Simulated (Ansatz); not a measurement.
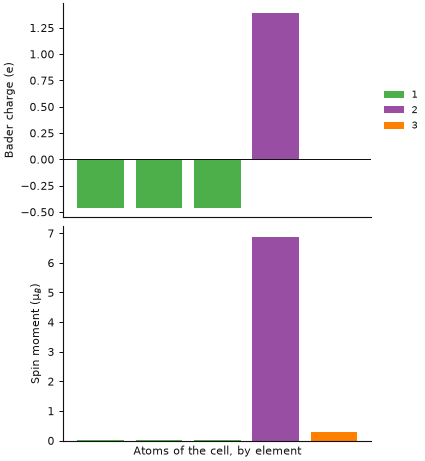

Bader charges of the atoms (positive: electrons lost), with their spin moments below.

System: EuNiH3, space group Pm-3m, 5 atoms in the cell.

Ansatz; DFT with PBE, PAW plane waves, spin-polarised, 6×6×6 k mesh, Gaussian smearing of 0.017 eV.

Q: Which number is which element?

A: 1 is H; 2 is Eu; 3 is Ni. The Bader charges are Eu +1.39 e, Ni −0.01 e and H −0.46 e.

The structure was built from a prototype or by substitution, so it need not be a known phase. The cell is at −9 GPa in this functional. Spin-orbit coupling is left out, which matters for Eu.
